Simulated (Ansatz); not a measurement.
CdSeS4

```
Cd Se S
1.0
     4.97906    0.00000    0.00000
    -2.48953    4.31199    0.00000
     0.00000    0.00000    7.60210
Cd Se S
1 1 4
Direct
  0.33333 0.66667 0.00000
  0.00000 0.00000 0.00000
  0.66667 0.33333 0.00000
  0.94479 0.47240 0.50000
  0.52760 0.47240 0.50000
  0.52760 0.05521 0.50000
```

Space group P-6m2; a structure generated by program, which may or may not match a known phase.

The calculation used DFT PBE, scalar-relativistic, plane waves, PAW in Ansatz 0.2.0.

Predict the valence pseudo-density and electron localisation function between the atoms.

Cd–Se (2.87 Å): ρ at the midpoint is about 0.24 e/Å³; the ELF is about 0.30 at the midpoint and 0.15 at its lowest between the atoms.
Cd–S (2.87 Å): ρ at the midpoint is about 0.21 e/Å³; the ELF peaks at about 0.80 in the valence shell of S, 0.8 Å from its nucleus, and drops to about 0.15 between the two atoms.

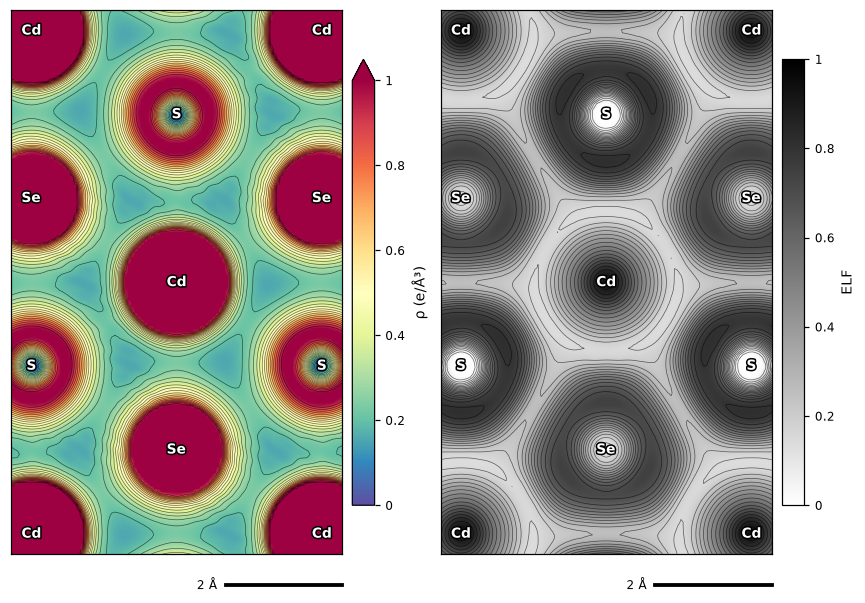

Computed valence pseudo-density and electron localisation function on the (001) plane of the conventional cell, in this order. 

In a PAW calculation such maps are meaningful between the atoms, not at the nuclei.
